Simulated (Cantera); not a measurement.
Input: 1 mol TiO2, 0.33 mol H2, held at 0.133 bar.

Equilibrium computed with Cantera from the NASA thermochemical tables; the gas is ideal and each condensed phase is pure. Candidate condensed phases: H2O, Ti, TiO, TiO2, Ti2O3, Ti3O5, Ti4O7; 12 gas species. Mutual solubility and eutectic melting of coexisting phases are not modelled. Condensed phases not in the tables: Magnéli phases beyond Ti4O7. Gases not in the tables: TiO(OH)2. Rates play no part.

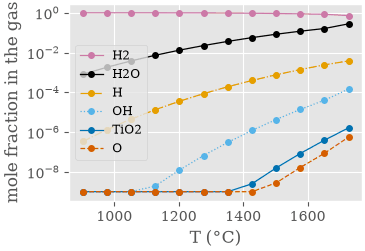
*Equilibrium gas composition (values under 1e-9 drawn at 1e-9)*

Read off the mole fractions at 1577 °C.

H2 about 0.88, H2O about 0.12, H about 0.0014, OH about 1.4e-5, TiO2 about 8.3e-8, O about 1.6e-8.
